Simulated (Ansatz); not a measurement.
**Computed energy over volume and axial ratio: BN (h-BN type, space group P6_3/mmc)**

BN (h-BN type, space group P6_3/mmc)

```yaml
crystal:
  lattice:
    - [2.49985, 0.00000, 0.00000]
    - [-1.24992, 2.16493, 0.00000]
    - [0.00000, 0.00000, 6.41293]
  atoms:
    - { symbol: B, position: [0.33333, 0.66667, 0.25000] }
    - { symbol: B, position: [0.66667, 0.33333, 0.75000] }
    - { symbol: N, position: [0.33333, 0.66667, 0.75000] }
    - { symbol: N, position: [0.66667, 0.33333, 0.25000] }
```

Grid over V/V₀ and (c/a)/(c/a)₀, subscript 0 meaning the relaxed cell; the conventional c axis lies along z; no internal relaxation.

Level of theory: PBEsol-D3(BJ) (plane waves to 420 eV, PAW, scalar-relativistic; Ansatz, an electronic-structure program). k mesh 15×15×5 (Γ-centred), Fermi-Dirac smearing 0.05 eV. Energies are smeared free energies. Stress and pressure are positive under compression. BN was relaxed with its symmetry unable to fall. The PAW data are Ansatz's earlier set. ΔE is measured from the relaxed starting cell.

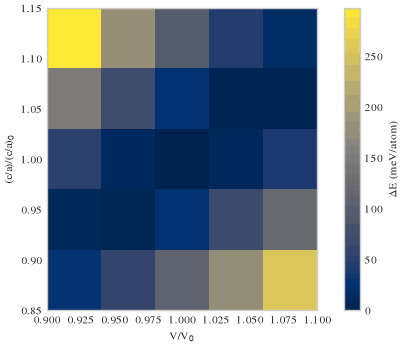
Figure: ΔE (meV/atom) over the 5×5 grid of computed points.

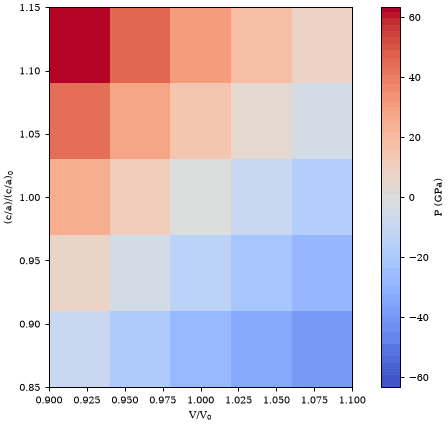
Figure. P (GPa) over the 5×5 grid of computed points.

The modulus against c/a change at fixed volume, (3/4V)·∂²E/∂(ln c/a)² (fit, atoms clamped) comes out as 198 GPa. Best c/a under compression: smaller than under expansion (fitted ratio 0.929 at V/V₀ = 0.92, 1.075 at 1.08). Lowest place on the grid: V/V₀ = 1.000, (c/a)/(c/a)₀ = 1.000 (0.0 meV/atom). Highest place on the grid: V/V₀ = 0.920, (c/a)/(c/a)₀ = 1.120 (297.4 meV/atom).

Near the relaxed cell σzz − σxx = −2Cδ (compression positive), C being this modulus and δ the logarithm of the ratio.

(A scan under strain: stresses follow from slopes of the energy per volume, elastic moduli from its curvatures.)
